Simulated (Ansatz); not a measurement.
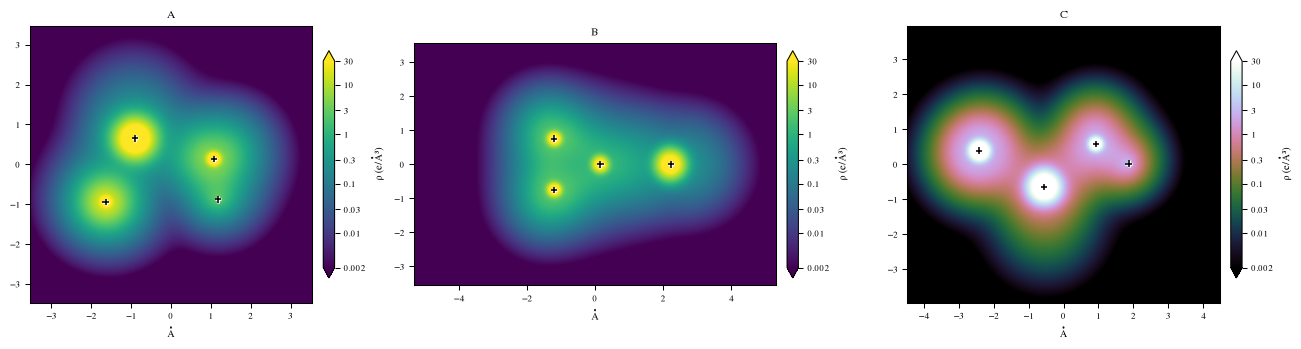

The total electron density of 3 systems, each on a plane through atoms (crosses mark nuclei in the plane).

All numbers below come from RKS PBE0-D4/def2-TZVPP in Ansatz 0.2.0.

System 1: CH3Cl3Ge (SMILES [CH3][Ge]([Cl])([Cl])[Cl]), the plane of atoms Ge2, C1 and H8. Geometry: PBE0-D4/def2-TZVP.

| atom | x (Å) | y (Å) | z (Å) |
| --- | --- | --- | --- |
| C | -0.7217 | -0.2045 | 0.8185 |
| Ge | 0.5373 | 0.1341 | -0.5988 |
| Cl | 2.1755 | -1.2337 | -0.5273 |
| Cl | -0.3808 | -0.0613 | -2.5169 |
| Cl | 1.3411 | 2.1083 | -0.4682 |
| H | -1.1090 | -1.2176 | 0.7136 |
| H | -1.5368 | 0.5151 | 0.7469 |
| H | -0.2135 | -0.0974 | 1.7764 |

System 2: C2H6AlB, the plane of atoms Al1, B2 and C3. Geometry: PBE0-D4/def2-TZVP.

```yaml
atoms:
  - { symbol: Al, position_ang: [-1.5026, 1.2261, -1.0648] }
  - { symbol: B, position_ang: [-0.0938, 0.0782, -0.0717] }
  - { symbol: C, position_ang: [0.5362, -1.2956, 0.2721] }
  - { symbol: C, position_ang: [1.1196, -0.0503, 0.8841] }
  - { symbol: H, position_ang: [-1.1999, 1.7999, -2.5181] }
  - { symbol: H, position_ang: [-2.9062, 1.5492, -0.3877] }
  - { symbol: H, position_ang: [-0.0241, -1.9749, 0.9084] }
  - { symbol: H, position_ang: [1.1020, -1.8110, -0.4989] }
  - { symbol: H, position_ang: [2.0888, 0.2957, 0.5361] }
  - { symbol: H, position_ang: [0.9632, 0.1314, 1.9437] }
```

System 3: F3GaH3N (SMILES [NH3+][Ga-]([F])([F])[F]), the plane of atoms Ga2, N1 and H8. Geometry: PBE0-D4/def2-TZVP.

```yaml
atoms:
  - { symbol: N, position_ang: [-0.8677, -0.1048, 0.4822] }
  - { symbol: Ga, position_ang: [0.9155, 0.0933, -0.5099] }
  - { symbol: F, position_ang: [2.0169, -0.5519, 0.6966] }
  - { symbol: F, position_ang: [0.6021, -0.9094, -1.9176] }
  - { symbol: F, position_ang: [0.9411, 1.8314, -0.7615] }
  - { symbol: H, position_ang: [-1.4939, -0.7086, -0.0412] }
  - { symbol: H, position_ang: [-0.7141, -0.5102, 1.4002] }
  - { symbol: H, position_ang: [-1.3078, 0.8031, 0.5953] }
```

> Which map belongs to which system?

Panel A is system 3, F3GaH3N: the plane holds N, Ga, F and H. Ga–F (1.76 Å): ρ at the midpoint is about 0.89 e/Å³. Panel B is system 2, C2H6AlB: the plane holds Al, B and C. C–C (1.51 Å): ρ at the midpoint is about 1.6 e/Å³. Panel C is system 1, CH3Cl3Ge: the plane holds C, Ge, Cl and H. C–Ge (1.93 Å): ρ is about 0.93 e/Å³ halfway.
